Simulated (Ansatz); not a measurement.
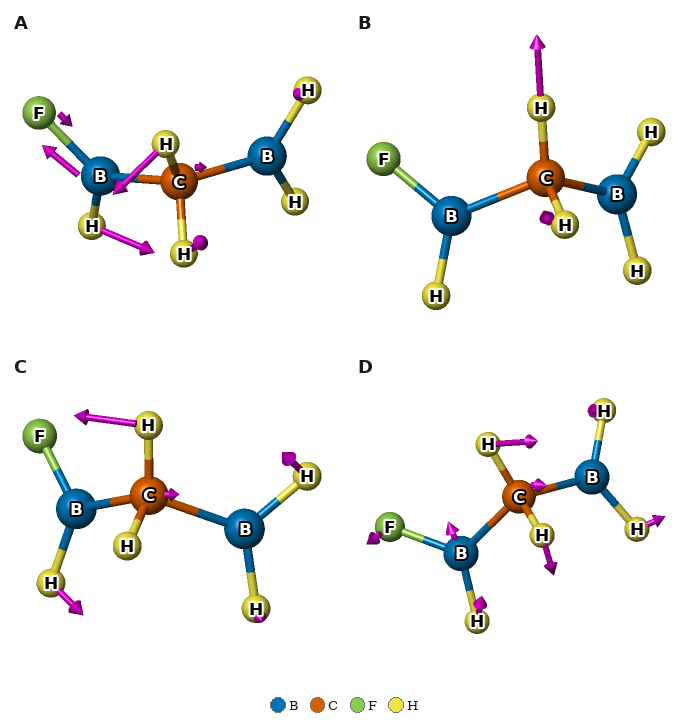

4 normal modes of one molecule or complex, as arrows. Harmonic vibrations computed with RKS PBE0-D4/def2-TZVP (Ansatz 0.2.0) at a stationary point of the same level.

Question: Match the panels to the wavenumbers 416 cm⁻¹, 1140 cm⁻¹, 1355 cm⁻¹, 3134 cm⁻¹.

Answer: A: 1355 cm⁻¹
B: 3134 cm⁻¹, C–H stretching
C: 1140 cm⁻¹
D: 416 cm⁻¹, angle bending
